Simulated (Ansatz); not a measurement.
```xyz
6

N    -0.7096    0.1303    1.2661
O     2.0231   -0.9659    1.2927
Si    0.7085   -0.6114    2.1323
H    -1.0051   -0.4159    0.4591
H    -0.5288    1.0787    0.9318
H     0.9088    0.4731    3.2033
```

Geometry: B3LYP-D3(BJ)/def2-SVPD; the highest occupied orbital lies above zero, a sign that basis and functional describe the outermost electron poorly.

Theory: isolated molecule in a Gaussian basis; Kohn-Sham density functional theory, functional PBE0 in Ansatz.

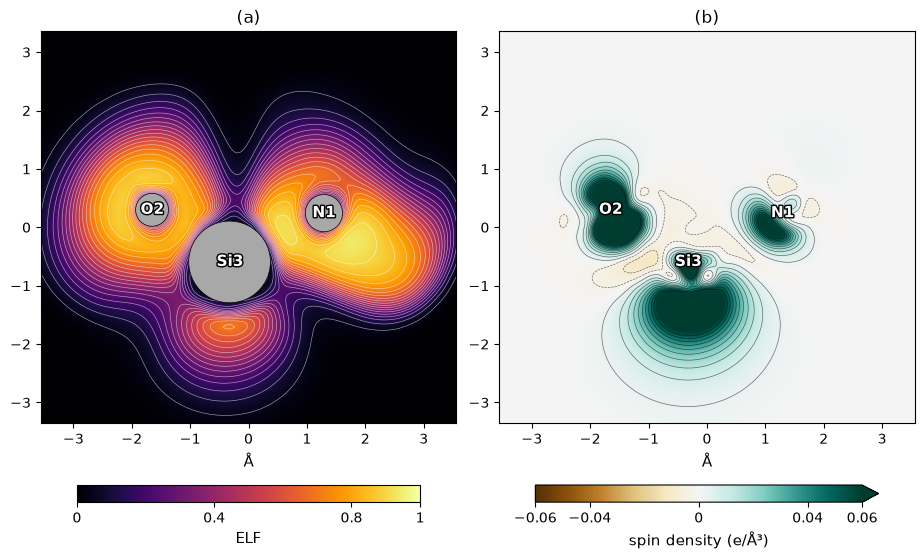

H3NOSi (SMILES N[SiH][O-]) (charge −1, doublet). (a) electron localisation function; (b) spin density on the plane of atoms N1, Si3 and O2. Grey discs cover the atomic cores in the ELF map.

Q: Read the bonding off the picture.

A: The section cuts through N, O and Si sites.
Si–O (1.60 Å): the ELF peaks at about 0.85 between the atoms (a polar covalent bond).
Si–N (1.82 Å): the ELF peaks at about 0.90 between the atoms (a polar covalent bond).
The ELF also peaks beside N1 and O2, away from the bonds: non-bonding electrons, paired or unpaired.
The unpaired spin (1 electron) lies mostly on Si3 (about 0.7), O2 (about 0.2) and H6 (about 0.1), in electrons by Hirshfeld's partition.
